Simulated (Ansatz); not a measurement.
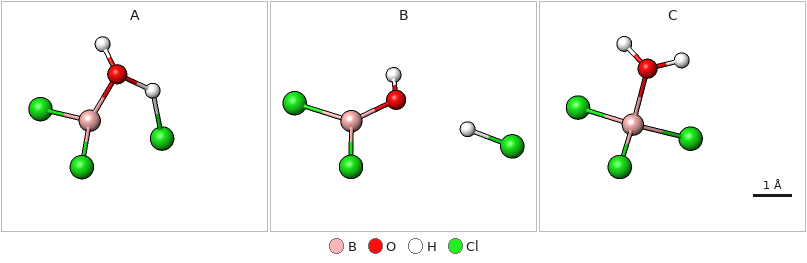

3 geometries from a converged minimum-energy path of BH2OCl3, shuffled. Style: ball-and-stick. Shown from a free direction.

All numbers below come from RKS B3LYP/def2-SVP in Ansatz 0.2.0. Run with 7 movable images; climbing image; force threshold 0.05 eV/Å; iteration limit 60; starting path through a guess of the saddle point.

Question: One of them is the converged climbing image. Which?

Answer: A. In order along the path, whose images run from 0 to 8: B (image 1, 0.00 eV), A (image 6, +1.14 eV), C (image 8, +0.46 eV). Breaking: Cl–H (1.30 → 2.48 Å). Forming: B–Cl (4.47 → 1.84 Å), H–O (2.05 → 0.98 Å).

The run took 6.7 min on 2 threads of Arm Neoverse V1 (shared host), peak memory 0.2 GiB.
